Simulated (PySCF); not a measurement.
**C7H9ClSi (SMILES C=C(C)C1=CC=C(Cl)[SiH2]1): density, localisation and related maps**

Input file:

```
{"job": {"kind": "nmr", "xc": "PBE0", "basis": "pcSseg-1"}, "charge": 0, "multiplicity": 1}
C     -1.754517    -1.276724    -1.011271
C     -1.337231    -0.356762    -0.138782
C     -2.315834     0.368550     0.740911
C      0.068823    -0.034194    -0.016364
C      0.582745     0.891402     0.828807
C      2.014765     1.083020     0.822210
C      2.690602     0.306326    -0.037818
Cl     4.396147     0.365266    -0.211665
Si     1.494510    -0.820588    -0.989191
H     -2.795509    -1.530195    -1.116472
H     -1.062825    -1.802605    -1.647003
H     -2.082630     0.194783     1.790227
H     -3.329214     0.026414     0.548689
H     -2.269907     1.440734     0.556590
H     -0.013473     1.489366     1.502065
H      2.471378     1.809212     1.477919
H      1.500348    -0.523410    -2.419827
H      1.733061    -2.230943    -0.690681
```

Run with:

```sh
OMP_NUM_THREADS=1 python probes_run.py task.json out
```

Geometry: GFN2-xTB.

Computed with PySCF, PBE0/pcSseg-1, SCF density, gas phase, non-relativistic.

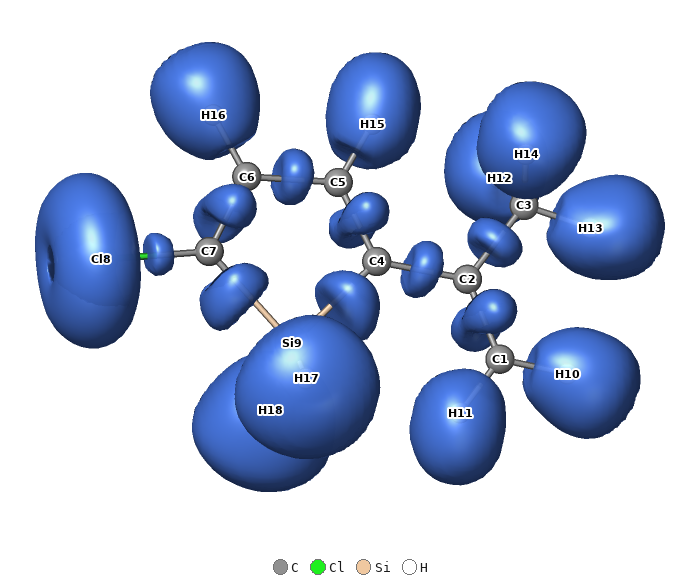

Figure 1. Isosurface of the electron localisation function at 0.8 (blue), seen at a tilt. Core shells and regions of very low density are left out.

> Describe the localisation domains.

At this value the surface marks out six regions between bonded C–C atoms (shared pairs), one region between bonded C–Cl atoms (shared pairs), two regions between bonded C–Si atoms (shared pairs), nine regions around hydrogen nuclei and one ring or bowl of non-bonding electrons around Cl.


C–C (1.33 Å): the ELF peaks at about 0.95 between the atoms (a multiple bond). C–Cl (1.72 Å): the ELF peaks at about 0.90 between the atoms; a shared electron pair.

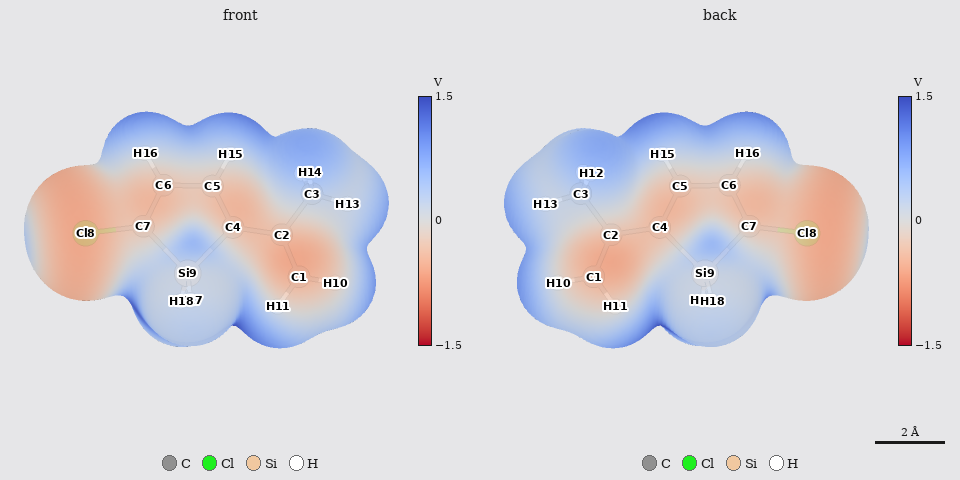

Figure 2. The molecular electrostatic potential painted on the density surface at 0.002 e/bohr³, seen from the front and from behind; the colour scale runs from red (negative) to blue (positive).

> Describe the electrostatic potential map.

The most negative region (about −0.6 V, or −14 kcal/mol for a unit charge) lies over C1, C2 and Cl8, the most positive (about +1.3 V, or +30 kcal/mol for a unit charge) over Si9. Cl8 shows a σ-hole: about +0.3 V, or +7 kcal/mol for a unit charge at the tip opposite its bond, against about −0.5 V, or −12 kcal/mol for a unit charge on its flanks.

> How polar is the molecule by this calculation?

Its dipole moment is 1.96 D.

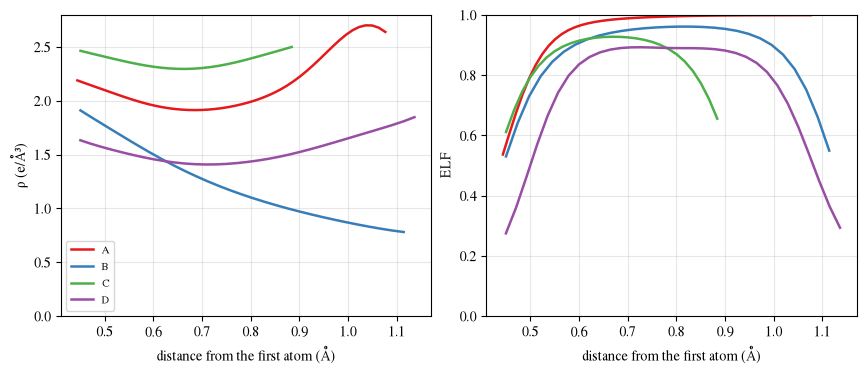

Figure 3. Total electron density and electron localisation function along straight lines between neighbouring atoms. The curves leave out the atomic cores.

> Which curve belongs to which contact (C–C, C–Cl, C–H and C–Si)? The first atom named is at distance zero.

Curve A: C–H (1.08 Å): ρ at the midpoint is about 2 e/Å³; the ELF climbs to about 1 towards the hydrogen, as it does in any bond to H: a covalent bond by its length. Curve B: C–Si (1.90 Å): ρ at the midpoint is about 0.92 e/Å³; the ELF peaks at about 0.95 between the atoms: a covalent bond. Curve C: C–C (1.33 Å): ρ at the midpoint is about 2.3 e/Å³; the ELF peaks at about 0.95 between the atoms (a short, multiple covalent bond). Curve D: C–Cl (1.72 Å): ρ at the midpoint is about 1.5 e/Å³; the ELF peaks at about 0.90 between the atoms: a shared electron pair.
